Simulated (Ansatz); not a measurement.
**A ladder of methods for SiH2 (SMILES [H][Si][H])**

SiH2: 3 atoms, total charge 0, spin state singlet. As SMILES, `[H][Si][H]`. The shape is that of a GFN2-xTB optimisation.

```xyz
3

Si    0.0052   -0.0082   -0.6557
H     1.1102   -0.0200    0.3374
H    -1.1155    0.0282    0.3183
```

Quantity: the vertical energy of the triplet above the singlet, in eV. The values are calculated.

```
        level                    kind  program  value (eV)  less FCI/3-21G  CPU time (all runs)
   BLYP/3-21G                     GGA   Ansatz        0.93           +0.31                1.3 s
    PBE/3-21G                     GGA   Ansatz        0.70           +0.08                1.4 s
 r2SCAN/3-21G                meta-GGA   Ansatz        0.51           -0.11                3.8 s
  BHLYP/3-21G           global hybrid   Ansatz        0.89           +0.27                1.4 s
r2SCAN0/3-21G         hybrid meta-GGA   Ansatz        0.51           -0.11                3.8 s
wB97M-V/3-21G  range-separated hybrid   Ansatz        1.08           +0.46                 15 s
 B2PLYP/3-21G           double hybrid   Ansatz        0.83           +0.21                1.7 s
    FCI/3-21G      exact in the basis   Ansatz        0.62            0.00                0.9 s
```

FCI/3-21G is exact within its basis and frozen core, so for wave-function methods in that basis the difference is their error; functionals converge differently with the basis, so for them it is only a difference. The values span 0.51 to 1.08 eV. All rows use very small basis sets, so none should be taken for the real molecule's value. CPU times are rough (shared hosts, several kinds of processor): they show what a rung costs within a factor of a few.

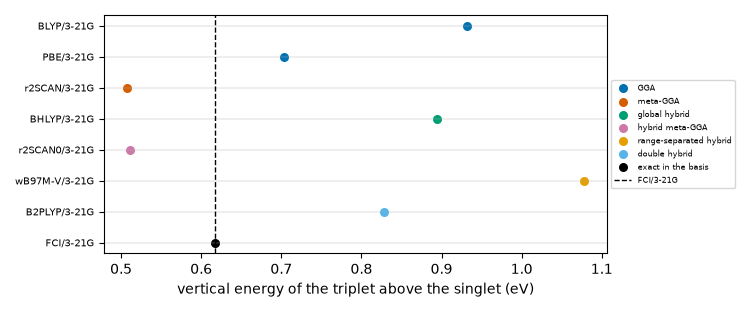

The values of the table, level by level.
